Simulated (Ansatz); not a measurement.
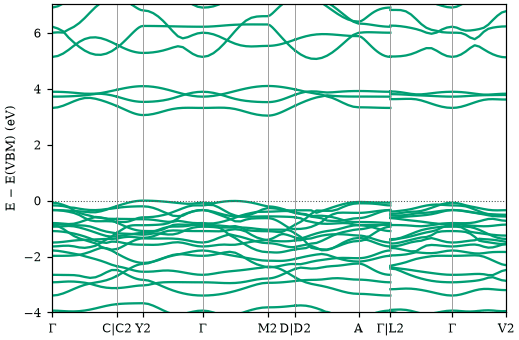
Figure. Band structure from DFT-r²SCAN in the program Ansatz with PAW potentials

Problem. Read off the gap and where the band edges lie.

Solution. About 3.0 eV (3.04 eV by a search for the band edges); maximum at Y2, minimum at M2.

Problem. Which compound is it?
(A) LiAgF4, C2/c (Li on 4e, Ag on 4d, F on 8f, F on 8f)
(B) NaMoO2, C2/m (Na on 2d, Mo on 2a, O on 4i)
(C) BaTiAs2O8, C2/m (Pearson symbol mS24)

Solution. C, BaTiAs2O8, C2/m (Pearson symbol mS24)

The first step of the workflow began from a Materials Project structure, measured or hypothetical; the Crystallography Open Database copy checked does not list it. Its standing as an ambient phase is unchecked. The cell was relaxed with r²SCAN under the symmetry of its start; whether a distortion lowers the energy is not shown. No spin polarisation was allowed. Spin–orbit coupling is left out wherever it is not named.

Potentials: the later of the program's two PAW sets.
